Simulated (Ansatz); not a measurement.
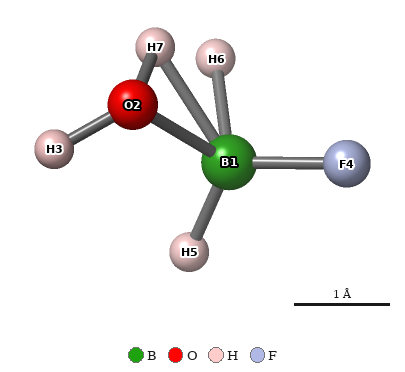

*The input geometry (ball-and-stick view, seen at a tilt; atoms are numbered from 1 in the order of the input).*

Bond lengths as drawn: B–F 1.33 Å, B–H 1.19 to 1.44 Å, B–O 1.55 Å and H–O 0.95 to 1.22 Å.

BH$_{4}$OF: frequency calculation

- system: BH$_{4}$OF
- method: RHF/6-31G* (Ansatz 0.2.0)

It belongs to a series of runs on one base structure; here: vibrations at the highest image of the band. Figures and captions count atoms from 1; the log counts them from 0 in places.

**The program's output**
```
Engine: ansatz 0.2.0, aarch64-unknown-linux-gnu
Functional definition: HF
  exchange = exact_x
  correlation = 0
572 factors; integrals over basis functions are off by at most 5.7e-4 eV
mean field evaluation 1: about -5474.7934 eV, gradient 3.4e1 eV
mean field evaluation 2: about -5474.7939 eV, gradient 3.4e1 eV
mean field evaluation 4: about -5476.9866 eV, gradient 2.5e0 eV
mean field evaluation 8: about -5477.0061 eV, gradient 4.5e-2 eV
mean field -5477.00609177 eV, -201.2762614245 hartree, gradient 3.1e-5 eV, S^2 0.000000; 0 other end points of the search recorded, 0 dependent functions left out
the calculation of the forces begins
reference -5477.00609177 eV, -201.2762614245 hartree; 13, 13 occupied and 40, 40 virtual orbitals, 572 factors
these checks for a lower state are left out or cut short: stability, starts, cluster_reference, orbital_swaps, neighbouring_geometries, increment
572 factors; integrals over basis functions are off by at most 5.7e-4 eV
mean field evaluation 16: about -5477.0059 eV, gradient 1.2e-6 eV
mean field -5477.00591509 eV, -201.2762549315 hartree, gradient 1.3e-6 eV, S^2 0.000000; 0 other end points of the search recorded, 0 dependent functions left out
[... from here on the field's lines of each further geometry are left out, up to the last ...]
the calculation of the forces begins
reference -5477.00610429 eV, -201.2762618848 hartree; 13, 13 occupied and 40, 40 virtual orbitals, 572 factors
these checks for a lower state are left out or cut short: stability, starts, cluster_reference, orbital_swaps, neighbouring_geometries, increment
572 factors; integrals over basis functions are off by at most 5.7e-4 eV
mean field -5477.00609619 eV, -201.2762615868 hartree, gradient 1.3e-6 eV, S^2 0.000000; 0 other end points of the search recorded, 0 dependent functions left out
the calculation of the forces begins
reference -5477.00609619 eV, -201.2762615868 hartree; 13, 13 occupied and 40, 40 virtual orbitals, 572 factors
WARN: phonons: modes at or below zero, which the zero-point energy, F, S and C_V leave out: 1, the lowest at -2033.62 cm⁻¹. A minimum has none, and a first-order saddle one
Total energy: -5477.00609177 eV, -201.2762614245 hartree
Atom 0 at    -0.007904     0.165628     0.119576 Å, force     0.002900     0.000682     0.000039 eV/Å
Atom 1 at     0.033760     0.055327     1.666805 Å, force    -0.001925     0.000975    -0.000740 eV/Å
Atom 2 at    -0.791573    -0.240594     2.033912 Å, force     0.001457     0.000040     0.000454 eV/Å
Atom 3 at     1.124087    -0.262027    -0.439886 Å, force    -0.000909    -0.001085    -0.000838 eV/Å
Atom 4 at    -1.057648    -0.139203    -0.348834 Å, force    -0.000129     0.000104    -0.000240 eV/Å
Atom 5 at     0.022247     1.537660     0.202846 Å, force     0.000012    -0.000157    -0.000270 eV/Å
Atom 6 at     0.001332     1.164009     1.156182 Å, force    -0.001405    -0.000558     0.001595 eV/Å
Dipole moment:    -0.517341     0.156801     0.392949 e Å
Vibrations: -2033.62 428.06 508.51 832.34 936.97 1034.27 1144.46 1187.30 1323.84 1359.72 1541.33 2009.97 2234.27 2758.94 4088.36 cm⁻¹, zero-point energy 1.325908 eV
```

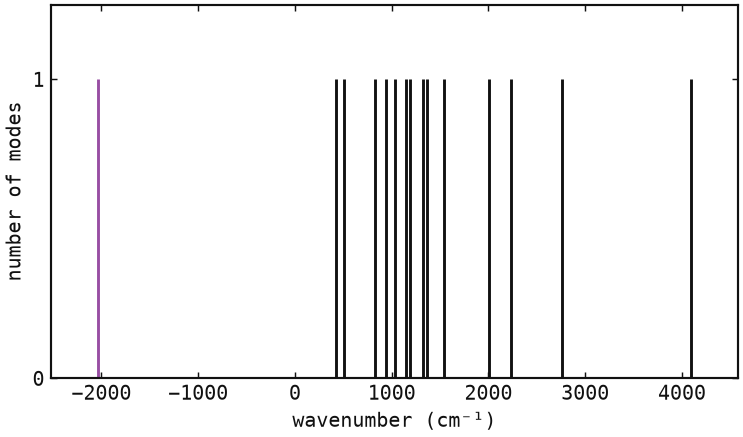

*Harmonic vibrational wavenumbers from the force constants; neighbouring modes closer than 28 cm⁻¹ are counted in one stick, and imaginary ones are drawn at negative wavenumbers.*

15 modes from 2034i to 4088 cm⁻¹, 1 imaginary beyond 8i (2034i cm⁻¹): a first-order saddle point, if the geometry is stationary.

The run was set up as follows.

**Input**
```yaml
crystal:
  periodic: [false, false, false]
  atoms:
    - { symbol: B, position_ang: [-0.007904, 0.165628, 0.119576] }
    - { symbol: O, position_ang: [0.03376, 0.055327, 1.666805] }
    - { symbol: H, position_ang: [-0.791573, -0.240594, 2.033912] }
    - { symbol: F, position_ang: [1.124087, -0.262027, -0.439886] }
    - { symbol: H, position_ang: [-1.057648, -0.139203, -0.348834] }
    - { symbol: H, position_ang: [0.022247, 1.53766, 0.202846] }
    - { symbol: H, position_ang: [0.001332, 1.164009, 1.156182] }
basis:
  gaussian: { orbitals: "6-31G*" }
hamiltonian:
  xc: hf
phonons: {}
```

Launch command:
```bash
ansatz run input.yaml --threads 1 --pin off --max-ram 2048MiB --backend cpu --events-out ev --progress --plain --runs-dir out
```

**Summary**

| quantity | value |
| --- | --- |
| outcome | converged |
| total energy | −5477.0061 eV |
| mean-field energy | −5477.0061 eV |
| largest force (length of the vector) | 0.003 eV/Å |
| hardware | 1 thread of Arm Neoverse N1, 24 GiB of memory available, shared host |
| wall time | 29 s |
| peak memory | 0.083 GiB |
